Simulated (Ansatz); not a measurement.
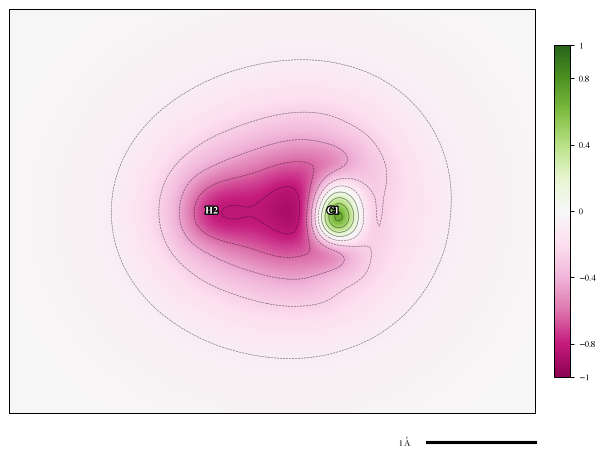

Figure. CH (SMILES [CH]) (doublet). The HOMO−1 (β) on a plane that holds the molecular axis (values in Å⁻³ᐟ²; the overall sign is arbitrary).

Geometry: PBE0-D4/def2-TZVP; ⟨S²⟩ = 0.89, above the pure value of 0.75.

The calculation used UKS PBE0-D4/def2-TZVPP (Ansatz 0.2.0).

> Where does this orbital lie, and at what energy?

By Hirshfeld shares it lies mainly on C1 (about 70 %) and H2 (about 30 %); it is of σ type. Its energy is −16.86 eV.
